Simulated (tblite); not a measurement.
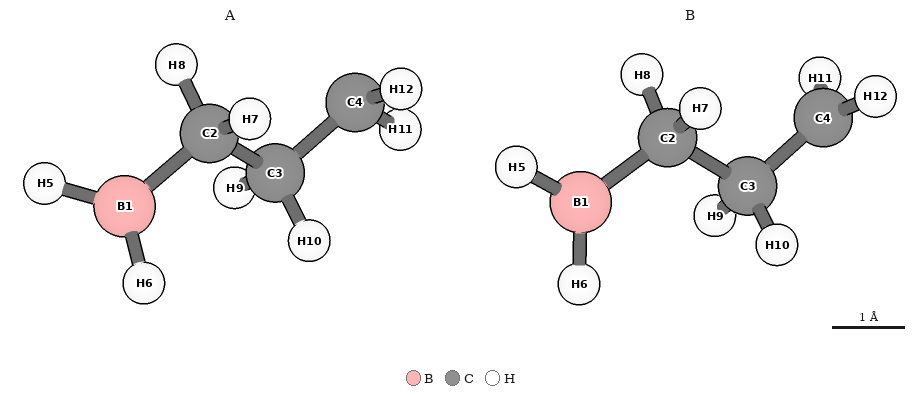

Two geometries of C₃H₈B (multiplicity 2), drawn at one scale. One is the start of a relaxation, the other its converged end. Style: ball-and-stick. Shown at a tilt.

Computed with GFN2-xTB geometry optimisation, gas phase in tblite 0.8.0. 

Q: Which one is relaxed?

A: Structure B is the relaxed one. The atom that moves furthest after the best rigid fit is H11 (0.92 Å). By element the largest moves are H 0.92 Å, C 0.28 Å, B 0.09 Å. Near-neighbour distances that change, for instance: C3–C4 1.522 → 1.470 Å, C2–C3 1.515 → 1.555 Å, C4–H11 1.111 → 1.073 Å, B1–C2 1.598 → 1.566 Å. Among the angles between lasting bonds that change: C3–C4–H11 110.8° → 120.8°, C3–C4–H12 111.4° → 120.2°, H11–C4–H12 109.3° → 118.0°. Groups turn about B1–C2 by about 55°. Over 77 geometry steps the energy falls by 41.3 kJ/mol. Cost: 0.44 s on 1 thread of Intel(R) Xeon(R) Platinum 8259CL CPU @ 2.50GHz (shared host).
